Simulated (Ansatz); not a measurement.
# CH4GeO: the cost of one run

Program: Ansatz 0.2.0, Gaussian basis. Level of theory: PBE0-D4/def2-TZVP structures, single points in def2-TZVPP, no counterpoise correction. These are calculated values, not measurements.

Levels: SPW92, PBE-D4, BLYP-D4, r2SCAN-D4, B97M-V, PBE0-D4, B3LYP-D4, r2SCAN0-D4, BHLYP-D4, CAM-B3LYP-D4, wB97X-V, wB97M-V, B2PLYP, PBE-QIDH, RPA on PBE, Hartree-Fock, MP2, CCSD, CCSD(T).

Cores are frozen in the correlated methods. Filled d shells of the heavier atoms are correlated. B3LYP uses VWN-RPA correlation. B2PLYP carries no dispersion term here.

56 further runs of the same task are left out: 56 set aside as unsound or not needed.

## Step 1: Starting geometry

The complex: 9 atoms, charge 0, spin multiplicity 1.

Atoms are counted from 1 here; the program's logs count them from 0.

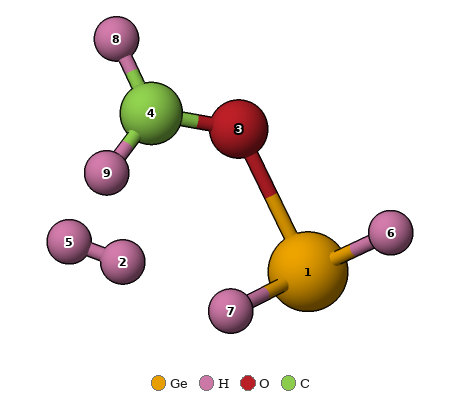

As it starts; germanium amber, hydrogen pink, oxygen red, carbon green; atoms are numbered from 1 in the order of the file.

Coordinates:

```xyz
9
CH6GeO
Ge   -1.4010   -1.1172    0.2055
H     1.4578   -1.5402   -0.4730
O    -0.2224    0.4282    0.9656
C     0.5054    1.1501    0.3126
H     2.0853   -1.1850   -0.6814
H    -2.6631   -0.3729    0.8117
H    -1.4435   -0.3231   -1.1836
H     1.2637    1.7566    0.8231
H     0.4178    1.2036   -0.7804
```

Its parts: CH₄GeO holds atoms 1, 3, 4, 6, 7, 8, 9; H₂ holds atoms 2, 5. Each part counts its atoms afresh in its own runs.

## Step 2: Relaxing CH₄GeO alone

Input file relax-a/in.yaml:

```yaml
crystal:
  periodic: [false, false, false]
  atoms:
    - {symbol: Ge, position_ang: [-1.400973, -1.117226, 0.205516]}
    - {symbol: O, position_ang: [-0.222402, 0.428241, 0.965567]}
    - {symbol: C, position_ang: [0.505397, 1.150062, 0.312643]}
    - {symbol: H, position_ang: [-2.663124, -0.372921, 0.811655]}
    - {symbol: H, position_ang: [-1.443461, -0.323090, -1.183646]}
    - {symbol: H, position_ang: [1.263666, 1.756623, 0.823091]}
    - {symbol: H, position_ang: [0.417805, 1.203618, -0.780411]}
basis:
  gaussian: {orbitals: def2-TZVP}
hamiltonian: {xc: pbe0, dispersion: d4}
relax: {f_tol: 0.005, max_steps: 200}
```

Run with:

```
$ ansatz run in.yaml --threads 4 --pin off --events-out ev --progress --plain --max-ram 9574MiB
```

**Question.** How long does this run take on 4 threads of Intel Xeon 6975P-C, shared host?

About 9.5 s.
